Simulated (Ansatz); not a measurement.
Computed with PBE (plane waves to 420 eV, PAW; Ansatz, a quantum-chemistry and plane-wave program).

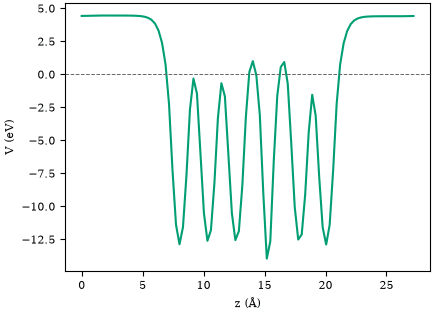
Figure: Plane-averaged electrostatic potential energy along the normal, in eV from the Fermi level, for a constructed model of the (0001) surface of hcp Ti, a layer of Mg in place of the third plane (bottom of the slab: a bare face, its two planes held)

Set-up: 6 atoms, 11.4 Å thick at the start; mesh 15x15x1; 0.1 eV smearing; dipole correction on; 2 atoms held, the rest relaxed; symmetry of the start imposed; no spin, no spin-orbit, no U. In PBE it is, or lies within 0.01 eV a 1x1 cell of, the lowest of the 2 structures of its composition computed so far; larger cells were not tried.

The vacuum level lies 4.40 eV above the Fermi level over the top face and 4.45 eV above it under the bottom face.
